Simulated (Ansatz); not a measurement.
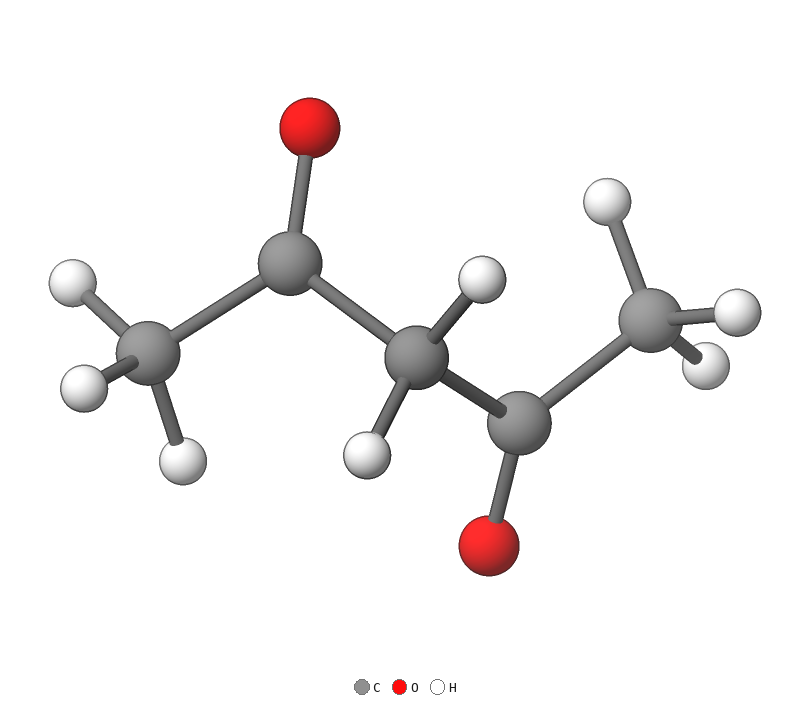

The geometry was computed by an optimisation with PBE-D4/def2-SVP. No frequency run is at hand to confirm it as a minimum.

Give the structural formula.

SMILES: CC(=O)CC(C)=O

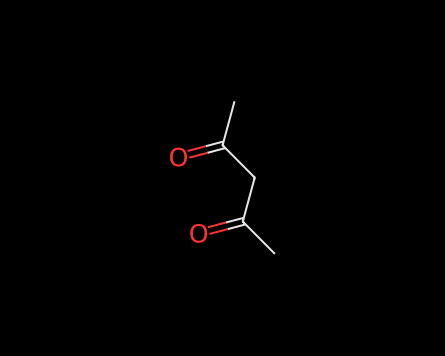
